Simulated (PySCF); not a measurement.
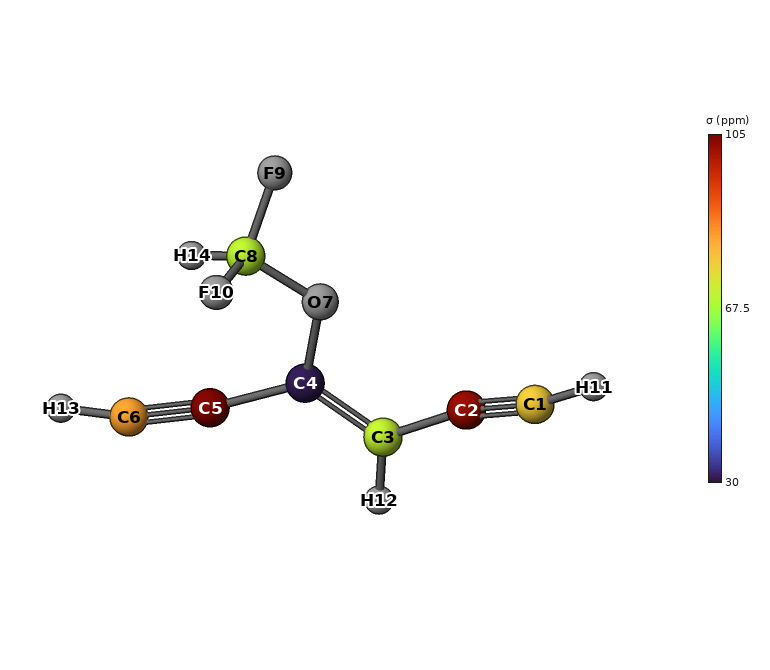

Atoms are coloured by their isotropic NMR shieldings (C only, the others grey). Geometry: a frame of a GFN2-xTB molecular-dynamics simulation, not a minimum. Level of theory: GIAO PBE0/pcSseg-1 NMR shielding, non-relativistic, gas phase (PySCF 2.14.0).

Q: Which C atom is the most shielded (lowest chemical shift)?

A: C5 (104.0 ppm).

Q: Which C atom is the least shielded (highest chemical shift)?

A: C4 (31.4 ppm).

Q: How wide is the range of C shifts?

A: 72.6 ppm.

Give the isotropic NMR shieldings of the C atoms atom by atom.

| atom | σ (ppm) |
| --- | --- |
| C1 | 77.5 |
| C2 | 101.9 |
| C3 | 71.1 |
| C4 | 31.4 |
| C5 | 104.0 |
| C6 | 82.5 |
| C8 | 70.1 |
